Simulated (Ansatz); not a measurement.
System Li₂BrCl (space group R-3m, No. 166); source of the atomic positions: the end point of a relaxation with DFT, PBE, plane waves, PAW (Ansatz 0.2.0); the starting structure was generated, so it need not be a known form of this composition.

```
CELL_PARAMETERS angstrom
3.77456 0.00000 0.00000
-1.88728 3.26887 0.00000
0.00000 0.00000 18.46998
ATOMIC_POSITIONS crystal
Cl 0.00000 0.00000 0.00000
Br 0.66667 0.33333 0.83333
Li 0.33333 0.66667 0.92105
Li 0.00000 0.00000 0.74562
Cl 0.66667 0.33333 0.33333
Br 0.33333 0.66667 0.16667
Li 0.00000 0.00000 0.25438
Li 0.66667 0.33333 0.07895
Cl 0.33333 0.66667 0.66667
Br 0.00000 0.00000 0.50000
Li 0.66667 0.33333 0.58771
Li 0.33333 0.66667 0.41229
```

Bonds are taken as Br–Li below 3.1 Å and Cl–Li below 2.9 Å. Simplification: prune 0- and 1-connected atoms, fold 2-connected ones into links.

What net does this leave?

The result is a uninodal 6-connected, three-periodic net: Cl, Br and Li are 6-connected nodes. It is the pcu net, known from NaCl, ReO3 and the B-X framework of perovskite. It is a single net, without interpenetration.

```csv
node,links,point symbol,coordination sequence
"Cl, Br and Li",6,4¹²·6³,6 18 38 66 102 146
```

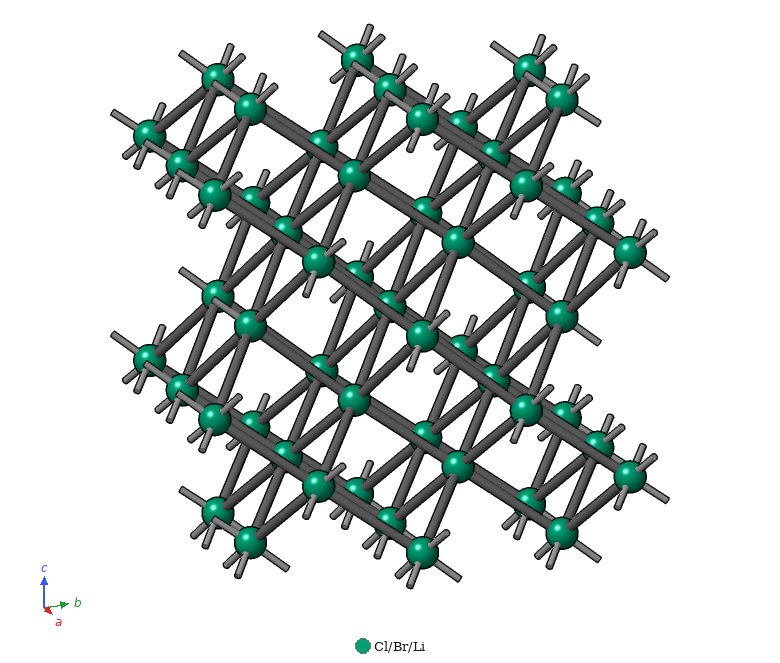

Nodes are coloured by topological kind. Short stubs are edges that leave the cut-out.
